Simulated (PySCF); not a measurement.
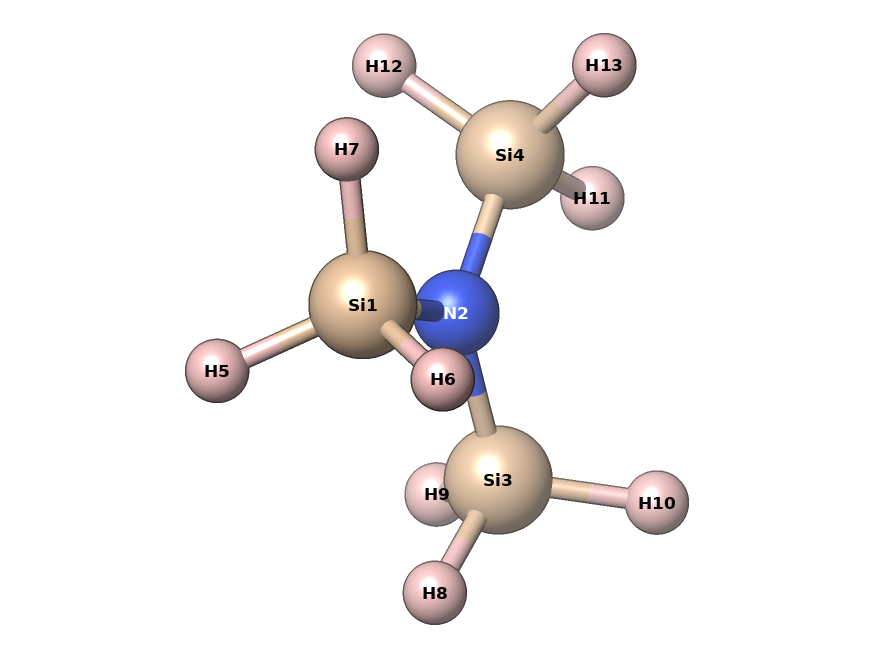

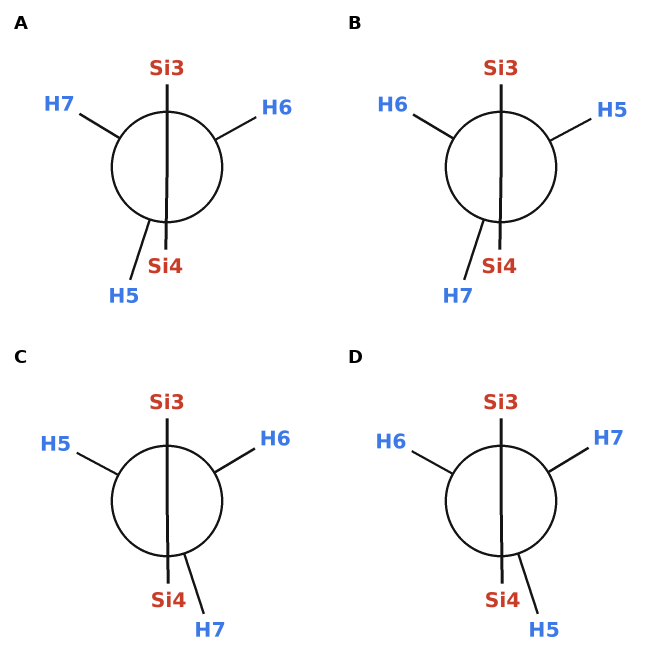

Distant atoms are faded towards the background colour. Bonds that would overlap in a projection are set slightly apart. Computed geometry: PBE0-D3(BJ)/def2-SVP optimisation. No frequency run is at hand to confirm it as a minimum.

Which Newman projection shows the view along N2–Si1, with N2 in front?

Answer. C. The torsion angle Si3–N2–Si1–H5 is −62°, synclinal (gauche).
